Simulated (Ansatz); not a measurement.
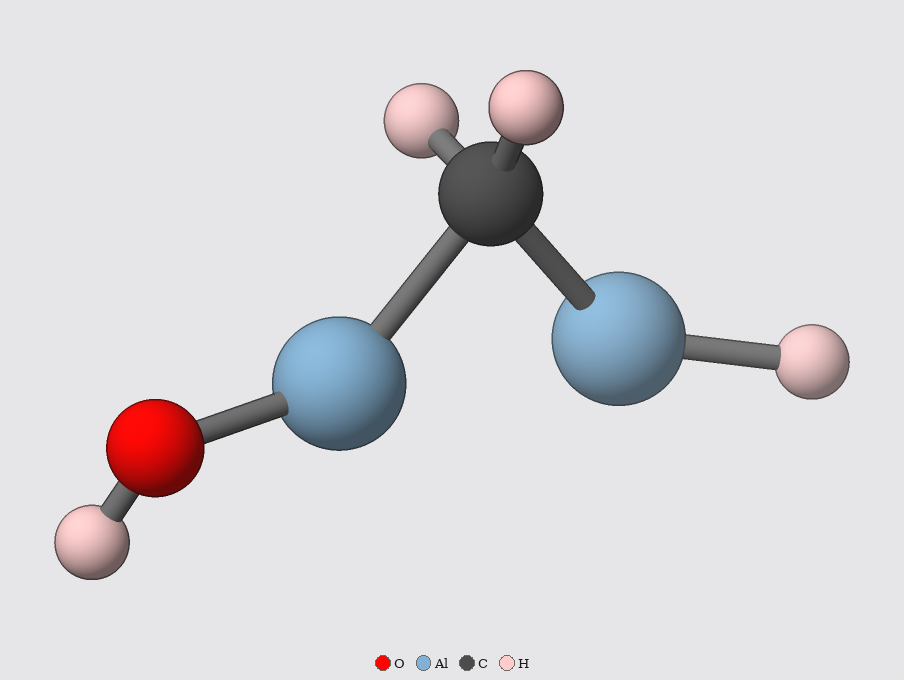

Computed geometry: PBE0-D4/def2-TZVP optimisation. No frequency run is at hand to confirm it as a minimum. Method: RKS PBE0-D4/def2-TZVPP (Ansatz 0.2.0).

Predict the main results.

The species is CH4Al2O.
- HOMO energy (Kohn–Sham orbital): −5.68 eV
- LUMO energy (Kohn–Sham orbital): −1.86 eV
- HOMO–LUMO gap: 3.82 eV
- dispersion correction: −11.6 kJ/mol
